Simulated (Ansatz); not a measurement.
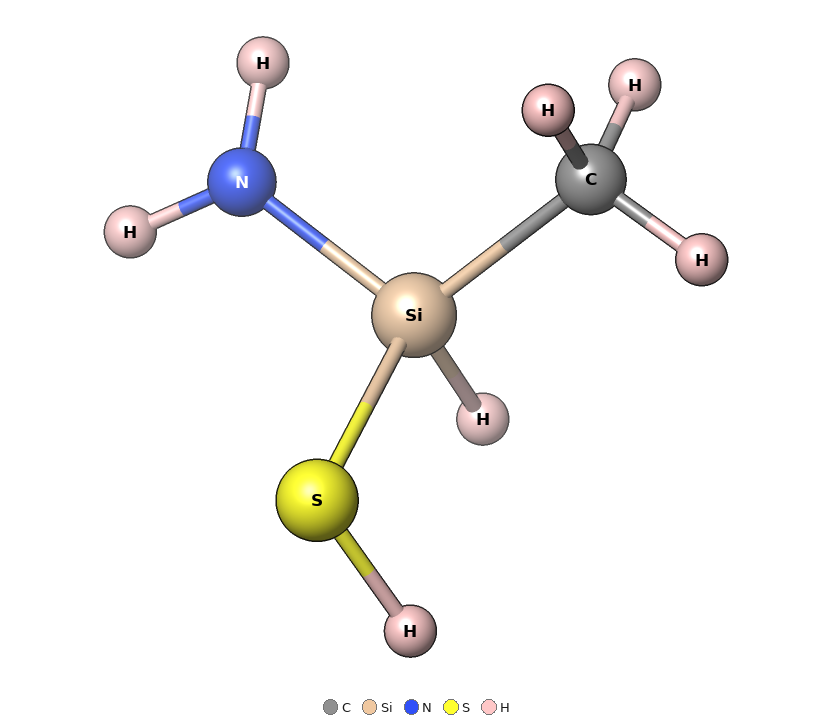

Atoms fade into the background with distance from the viewer. Computed geometry: PBE-D4/def2-SVP optimisation. No frequency run is at hand to confirm it as a minimum.

Question: List the symmetry elements and name the point group.

Answer: It has no symmetry element but the identity, so the point group is C1. The group has 1 operation. The geometry is chiral, and symmetry allows a dipole moment.
